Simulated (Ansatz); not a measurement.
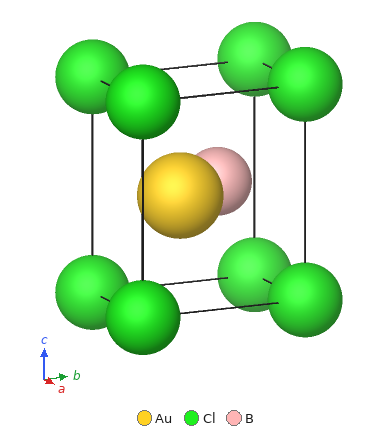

Structure drawing (spheres-only), viewed slightly off an axis. The simulation cell is drawn as a box.

```
CELL_PARAMETERS angstrom
3.89085 0.00000 0.00000
-1.94542 3.36957 0.00000
0.00000 0.00000 3.80317
ATOMIC_POSITIONS crystal
Au 0.66670 0.33330 0.50000
Cl 0.00000 0.00000 0.00000
B 0.33330 0.66670 0.50000
```

Method used: DFT, PAW plane waves, PBE in Ansatz 0.2.0. It ran with a kinetic-energy cutoff of 420 eV, k-point mesh 10×10×9, Fermi-Dirac smearing of 0.1 eV, no spin polarisation.

**What are the atomic charges by Bader's partition?**

B +0.38 e; Au +0.02 e; Cl -0.40 e.

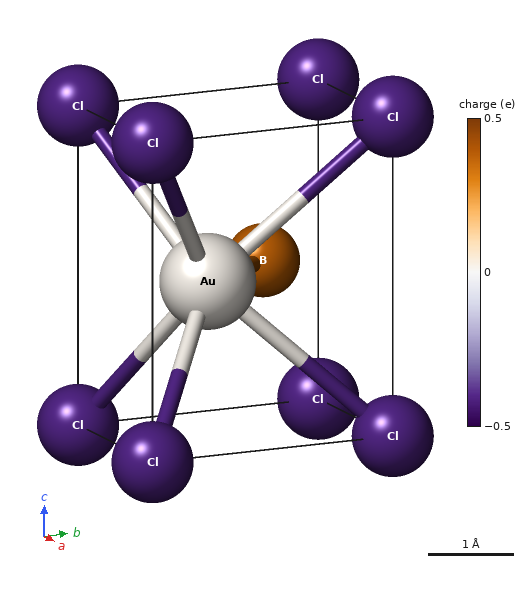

The atoms coloured by those charges.

About the cell: it is a generated cell, made by putting these elements into a known structure type (the compound may or may not exist in this form), and it is unrelaxed. Ansatz was used for an electronic-structure calculation on it.
